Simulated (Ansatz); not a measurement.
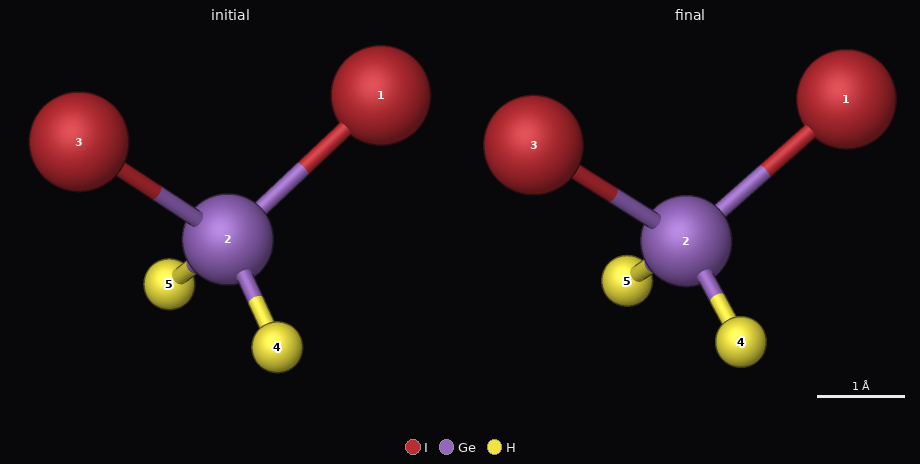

The structure of GeH2I2 (coarse preliminary run) before (left) and after (right) a relaxation, at one scale.

A ball-and-stick model, seen at a tilt.

The start comes from a force field.

All numbers below come from RKS PBE-D4/def2-SVP (Ansatz 0.2.0).

Input file:
```yaml
crystal:
  periodic: [false, false, false]
  atoms:
    - {symbol: I, position_ang: [-2.208900, 0.535000, 0.654400]}
    - {symbol: Ge, position_ang: [0.042600, -0.041500, -0.223400]}
    - {symbol: I, position_ang: [1.623600, -0.238900, 1.714400]}
    - {symbol: H, position_ang: [0.620400, 1.072300, -1.197000]}
    - {symbol: H, position_ang: [-0.027700, -1.400600, -0.989700]}
basis:
  gaussian: {orbitals: def2-SVP}
hamiltonian: {xc: pbe, dispersion: d4}
relax: {f_tol: 0.03, max_steps: 200}
```

Launched with:
```bash
ansatz run in.yaml --threads 4 --pin off --events-out ev --progress --plain --max-ram 10444MiB
```

**Summarise the run.**

After 3 geometry steps the energy has fallen by 0.045 eV. Largest force component: 0.88 eV/Å at the start, 0.0038 eV/Å at the end. I1 moves most after the best rigid fit: 0.082 Å. By element the largest moves are I 0.082 Å, H 0.074 Å, Ge 0.027 Å. Some distances before and after: I1–Ge2 2.484 → 2.534 Å, Ge2–H4 1.588 → 1.548 Å, Ge2–I3 2.509 → 2.534 Å, Ge2–H5 1.562 → 1.548 Å. Bond angles that change, for instance: H4–Ge2–H5 109.0° → 113.5°, I1–Ge2–H4 112.6° → 108.1°, I1–Ge2–I3 108.4° → 111.0°. The run took 23 s on 4 threads of AMD EPYC, with other jobs on the host.
